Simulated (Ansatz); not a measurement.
# FH$_{4}$OSi (charge −1): what the fields show

The calculation's input:

```
crystal:
  periodic: [false, false, false]
  atoms:
    - {symbol: F, position_ang: [0.531596, -0.331804, -1.957612]}
    - {symbol: Si, position_ang: [0.035768, 0.050739, -0.232931]}
    - {symbol: O, position_ang: [-0.474922, 0.535783, 1.416651]}
    - {symbol: H, position_ang: [-0.979717, -1.075199, -0.298603]}
    - {symbol: H, position_ang: [-0.294483, 1.451914, -0.675953]}
    - {symbol: H, position_ang: [1.426976, -0.340553, 0.230394]}
    - {symbol: H, position_ang: [-0.380707, -0.206247, 2.017376]}
basis:
  gaussian: {orbitals: "def2-TZVPPD.json"}
total_charge: -1
hamiltonian: {xc: pbe0, dispersion: d4}
output: {orbitals: {seedname: orbitals}}
```

Command:

```sh
ansatz run in.yaml --threads 2 --pin off --events-out ev --progress --plain --max-ram 5222MiB
```

Geometry: rigid move from PBE0-D4/def2-TZVPD.

The calculation used Ansatz 0.2.0, RKS PBE0-D4/def2-TZVPPD.

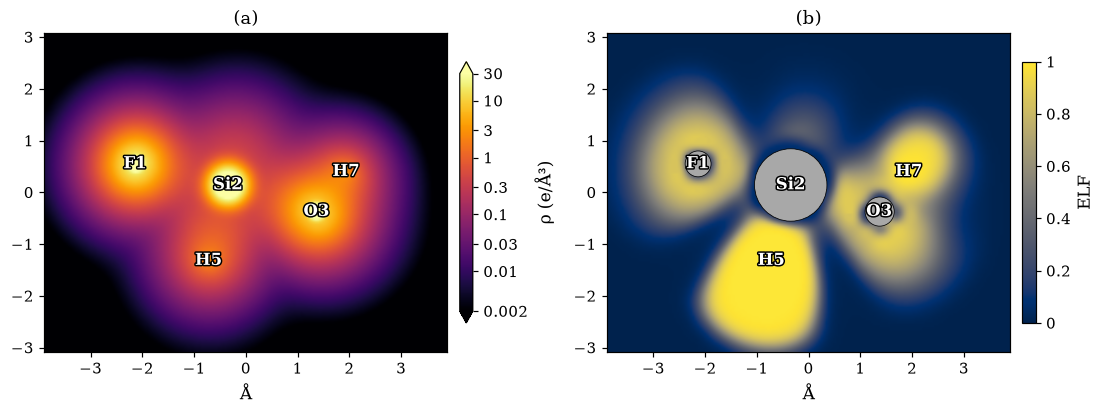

Figure 1. (a) electron density; (b) electron localisation function on the plane of atoms F1, Si2 and H5. Grey discs cover the atomic cores in the ELF map.

What do the fields say about this system?

Answer. Atoms in the plane: F, Si, O and H.
Si–O (1.79 Å): the density is about 0.86 e/Å³ at the midpoint; the ELF peaks at about 0.90 between the atoms: a polar covalent bond.
Si–F (1.83 Å): the density is about 0.68 e/Å³ at the midpoint; the ELF peaks at about 0.85 in the valence shell of F, 0.6 Å from its nucleus, and is about 0.60 at the midpoint.
O–H (0.96 Å): ρ is about 3.7 e/Å³ halfway; the ELF climbs to about 1 towards the hydrogen, as it does in any bond to H; a covalent bond by its length.
Si–H (1.51 Å): ρ is about 0.78 e/Å³ halfway; the ELF climbs to about 1 towards the hydrogen.
The ELF also peaks beside O3 and F1, away from the bonds: lone-pair regions.

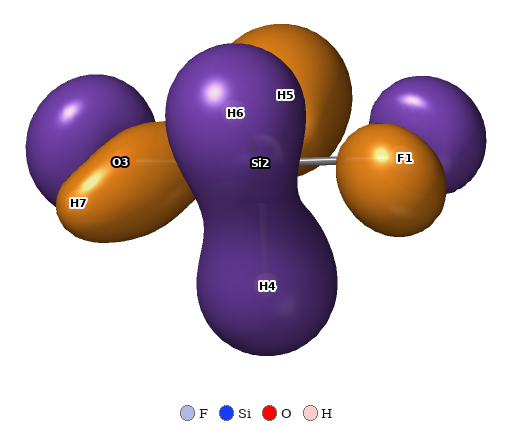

Figure 2. The HOMO−1 at ±0.1 Å⁻³ᐟ² (orange and purple are the two phases), seen at an oblique angle.

What is the character of this orbital?

Answer. It lies mainly on O3 (about 25 %), F1 (about 25 %), Si2 (about 20 %), H4 (about 10 %), H6 (about 10 %) and H5 (about 10 %). Its energy is −2.91 eV.
